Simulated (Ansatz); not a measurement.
The relaxed structure here is a generated cell of Sb: the first start was made by a random draw of sites in a space group, and the end was not matched to a known phase here, so it may be hypothetical. Known forms of Sb include space group No. 166.

A relaxed structure of Sb. Space group Pm-3m (No. 221), AFLOW prototype A_cP1_221_a (A_h). These are PBEsol (plane waves to 420 eV, PAW, scalar-relativistic; Ansatz, an electronic-structure program) values and carry that method's errors.

Space group Pm-3m (No. 221); a = b = c = 3.0594 Å, α = β = γ = 90.00°

```json
[
 {"atom": "Sb", "site": "1b", "symmetry": "m-3m", "x": "0.5000", "y": "0.5000", "z": "0.5000"}
]
```

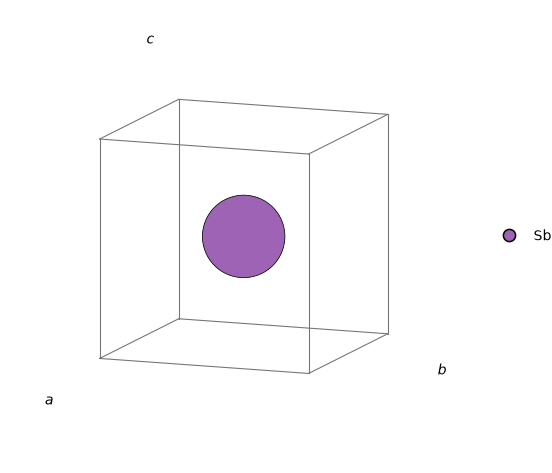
*The conventional cell of the relaxed structure*

```json
{
 "volume_per_atom": "28.64 Å³",
 "band_gap": "no gap (metallic)",
 "shortest_distances": "Sb–Sb 3.06 Å",
 "k-mesh": "15×15×15"
}
```

Band energies at high-symmetry points (eV from the Fermi level; labels of this space group; no spin-orbit coupling), from −5 eV up to 4.5 eV:

```csv
point,energies
Γ,3.37 3.37 3.37
X,–
M,-3.71 -3.71 1.99
R,-4.33 -1.68 -1.68 -1.68
```

No spin polarisation in the result. The relaxed primitive cell holds an odd number of electrons. A magnetic state may lie lower.

The run could not lose the symmetry of its start, so the end can be a saddle point.
